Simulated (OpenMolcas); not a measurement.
# SiH3O4 (SMILES [O][Si](O)(O)O) at 5 levels

Aim: a comparison of 5 runs (UHF/3-21G, U-r2SCAN/6-31G*, U-revPBE/6-31G*, UB3LYP/6-31G*, UPBE/6-31G*) of SiH3O4. 

Program for the calculation: OpenMolcas 26.06.

1 further run of the same task is left out (set aside as unsound or not needed).

**1. The structure to begin with**

SiH3O4 has 8 atoms, charge 0, and is taken as a doublet. As SMILES, `[O][Si](O)(O)O`. Geometry: relaxed at PBE0-D4/def2-TZVP. This is one conformer, not always the lowest.

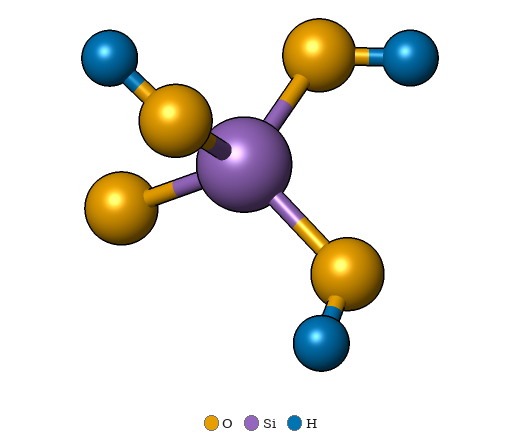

Viewed from a chosen angle; oxygen amber, silicon purple, hydrogen blue.

**2. Energy and gradient at UHF/3-21G (run 1)**

The input, input.xyz:

```xyz
8

O     -1.417600     0.247800     1.193000
Si    -0.195800     0.058700     0.091000
O      1.117100    -0.067300     1.049800
O     -0.249900     1.339100    -0.902700
O     -0.266300    -1.263500    -0.849700
H      1.271400     0.633000     1.686700
H     -0.094000     1.173100    -1.833800
H     -0.165000    -2.120800    -0.434300
```

The input, calc.inp:

```
&GATEWAY
BASLIB = $CurrDir
COORD = input.xyz
BASIS = 3-21G
GROUP = NoSym
&SEWARD
&SCF
UHF
SPIN = 2
THRESHOLDS = 1e-10 1e-07 1e-07 1e-05
PRORBITALS = 1 1
&ALASKA
```

The basis set 3-21G is read from a file made from the Basis Set Exchange's data (not shown).

On the command line:

```console
export MOLCAS_MEM=1860
pymolcas calc.inp > calc.log
```

Log:

```text
--- Start Module: gateway ---
[...]
--- Stop Module: gateway /rc=_RC_ALL_IS_WELL_ ---
[...]
      Basis functions           55
[...]
--- Start Module: scf ---
[...]
       Convergence after  28 Iterations
[...]
::    Total SCF energy                               -587.0856201866
[...]
      Total spin, S                                     0.5013350931
[...]
      Total electronic charge=   49.000000
      Total            charge=   -0.000000
[...]
      Dipole Moment (debye):
      Origin of the operator (angstrom)=   -0.1845    0.0571    0.1032
                   X=  1.2604E+00               Y= -8.0161E-01               Z= -3.0248E-01           Total=  1.5241E+00
      Quadrupole Moment (debye*angstrom):
[...]
--- Stop Module: scf /rc=_RC_ALL_IS_WELL_ ---
[...]
--- Start Module: alaska ---
[...]
 *              Molecular gradients               *
 **************************************************
  Irreducible representation: a
 ------------------------------------------------------------------------------------------
                              X                       Y                       Z
 ------------------------------------------------------------------------------------------
  O1                3.27757792357115E-02   -2.64432172664986E-03   -2.44245841263684E-02
  SI2              -1.70921860149553E-02   -5.13659749451056E-04    1.30290208612111E-02
  O3               -6.59184339665941E-03   -5.96445092555342E-03   -5.99035949601578E-03
  O4               -1.81565327322497E-03   -5.53832239240037E-03    1.03821406287619E-02
  O5                3.46801548376119E-03    1.16955478125220E-02   -1.69311967953867E-03
  H6               -1.01987754566497E-02    1.33010125780197E-03   -7.21556485266062E-03
  H7                2.46341806274142E-04   -8.67527645658361E-03    8.02401547566323E-03
  H8               -7.91678384220229E-04    1.03103821802888E-02    7.88845118906623E-03
[...]
--- Stop Module: alaska /rc=_RC_ALL_IS_WELL_ ---
[...]
```

Run time: 2.6 s. Hardware: 1 thread of Intel Xeon 6975P-C (Granite Rapids), shared host; peak memory 0.39 GiB.

**3. A single-point energy at U-r2SCAN/6-31G(d) (spherical functions) (run 2)**

The input, mol.inp:

```
&GATEWAY
  BasLib
  $CurrDir
  Coord
  8
  bohr
  O     -2.67887575     0.46827413     2.25444327
  Si    -0.37000838     0.11092692     0.17196508
  O      2.11101305    -0.12717857     1.98383449
  O     -0.47224256     2.53053225    -1.70585577
  O     -0.50323407    -2.38766896    -1.60570029
  H      2.40259779     1.19619664     3.18740105
  H     -0.17763426     2.21683772    -3.46537977
  H     -0.31180481    -4.00773117    -0.82070806
  Basis
  6-31Gs
  Group
  NoSym

&SEWARD
  GridInput
  Grid=UltraFine
  End of Grid

&SCF
  UHF
  Spin
  2
  KSDFT
  2
  1.0 MGGA_X_R2SCAN
  1.0 MGGA_C_R2SCAN
  Thresholds
  1e-10 1e-07 1e-07 1e-05
  PrOrbitals
  0
```

The basis set 6-31G* is read from a file made from the Basis Set Exchange's data (not shown).

On the command line:

```console
export MOLCAS_MEM=1860
pymolcas mol.inp > mol.log
```

Log:

```text
--- Start Module: gateway ---
[...]
--- Stop Module: gateway /rc=_RC_ALL_IS_WELL_ ---
--- Start Module: seward ---
[...]
      Basis functions           80
--- Stop Module: seward /rc=_RC_ALL_IS_WELL_ ---
[...]
--- Start Module: scf ---
[...]
       Convergence after  26 Iterations
[...]
::    Total KS-DFT energy                            -592.0893674403
[...]
      Total spin, S                                     0.5019265245
[...]
      Total electronic charge=   49.000000
      Total            charge=   -0.000000
[...]
      Dipole Moment (debye):
      Origin of the operator (angstrom)=   -0.1845    0.0571    0.1032
                   X=  1.6904E+00               Y= -6.2322E-01               Z= -5.2790E-01           Total=  1.8773E+00
      Quadrupole Moment (debye*angstrom):
[...]
--- Stop Module: scf /rc=_RC_ALL_IS_WELL_ ---
[...]
```

It took 53 s on 1 thread of Intel Xeon 6975P-C (Granite Rapids), shared host; peak memory 0.45 GiB.

Runs 3 to 4 aren't shown in full; the table further down has their settings and results.

**4. Energy and gradient at UPBE/6-31G(d) (spherical functions) (run 5)**

The input, run.input:

```
* H3O4Si Kohn-Sham DFT

&GATEWAY
  BasLib
  $CurrDir
  Coord
  8
  angstrom
  O       -1.417600       0.247800       1.193000
  Si      -0.195800       0.058700       0.091000
  O        1.117100      -0.067300       1.049800
  O       -0.249900       1.339100      -0.902700
  O       -0.266300      -1.263500      -0.849700
  H        1.271400       0.633000       1.686700
  H       -0.094000       1.173100      -1.833800
  H       -0.165000      -2.120800      -0.434300
  Basis
  6-31Gs
  Group
  NoSym

&SEWARD
  GridInput
  Grid=UltraFine
  End of Grid

&SCF
  UHF
  Spin
  2
  KSDFT
  PBE
  Thresholds
  1e-10 1e-07 1e-07 1e-05
  PrOrbitals
  1 2

&ALASKA
```

The basis set 6-31G* is read from a file made from the Basis Set Exchange's data (not shown).

On the command line:

```console
export MOLCAS_MEM=1860
pymolcas run.input > run.log
```

Log:

```text
--- Start Module: gateway ---
[...]
--- Stop Module: gateway /rc=_RC_ALL_IS_WELL_ ---
[...]
      Basis functions           80
[...]
--- Start Module: scf ---
[...]
       Convergence after  23 Iterations
[...]
::    Total KS-DFT energy                            -591.7840395843
[...]
      Total spin, S                                     0.5011563672
[...]
      Total electronic charge=   49.000000
      Total            charge=   -0.000000
[...]
      Dipole Moment (debye):
      Origin of the operator (angstrom)=   -0.1845    0.0571    0.1032
                   X=  1.9394E+00               Y= -5.8035E-01               Z= -6.2949E-01           Total=  2.1200E+00
      Quadrupole Moment (debye*angstrom):
[...]
--- Stop Module: scf /rc=_RC_ALL_IS_WELL_ ---
[...]
--- Start Module: alaska ---
[...]
 *              Molecular gradients               *
 **************************************************
  Irreducible representation: a
 ------------------------------------------------------------------------------------------
                              X                       Y                       Z
 ------------------------------------------------------------------------------------------
  O1                2.24348357410165E-03   -9.53236103781396E-04   -4.92520658253959E-03
  SI2               2.07467821030926E-02    1.31794638333481E-03   -9.30564417763874E-03
  O3               -1.87563899243877E-02    1.51610952547205E-02   -3.90530715245774E-03
  O4                1.47096566319305E-03   -2.25760134774475E-02   -1.22472812421393E-03
  O5                2.43320757453036E-04    2.62732326543258E-03    2.17631167304226E-02
  H6               -1.86988309523306E-03   -1.29421091993858E-02   -1.04607918409658E-02
  H7               -2.49773765955952E-03    4.01134473302618E-03    1.59126125908609E-02
  H8               -1.58054141861352E-03    1.33536491442605E-02   -7.85405144348084E-03
[...]
--- Stop Module: alaska /rc=_RC_ALL_IS_WELL_ ---
[...]
```

It took 37 s on 1 thread of Intel Xeon 6975P-C (Granite Rapids), shared host; peak memory 0.45 GiB.

**5. All runs side by side**

```
run                                  level      task  integration grid  energy (Eh)  dipole moment (D)  HOMO energy (eV)  LUMO energy (eV)  wall time
  1                              UHF/3-21G  gradient                 –  -587.085620               1.52            -13.37              2.46      2.6 s
  2  U-r2SCAN/6-31G* (spherical functions)    energy         UltraFine  -592.089367               1.88             -7.22             -5.28       53 s
  3  U-revPBE/6-31G* (spherical functions)  gradient         UltraFine  -592.084056               2.07             -6.54             -5.65       38 s
  4    UB3LYP/6-31G* (spherical functions)  gradient         UltraFine  -592.270429               1.76             -8.32             -4.73       42 s
  5      UPBE/6-31G* (spherical functions)  gradient         UltraFine  -591.784040               2.12             -6.57             -5.77       37 s
```

**6. Outcome**

| quantity | value |
| --- | --- |
| run 5: total energy | -591.78404 Eh |
| run 5: dipole moment | 2.12 D |
| run 5: HOMO energy (highest over α and β) | -6.57 eV |
| run 5: LUMO energy (lowest over α and β) | -5.77 eV |
| run 5: ⟨S²⟩ | 0.752 |
| run 5: largest force on an atom | 1.256 eV/Å |

The dipole moment (its size) runs from 1.52 D (UHF/3-21G) to 2.12 D (UPBE/6-31G*). The two ends differ in method and basis. Totals of different functionals can't be ranked against each other. All runs together took 2.9 min, the longest 53 s.
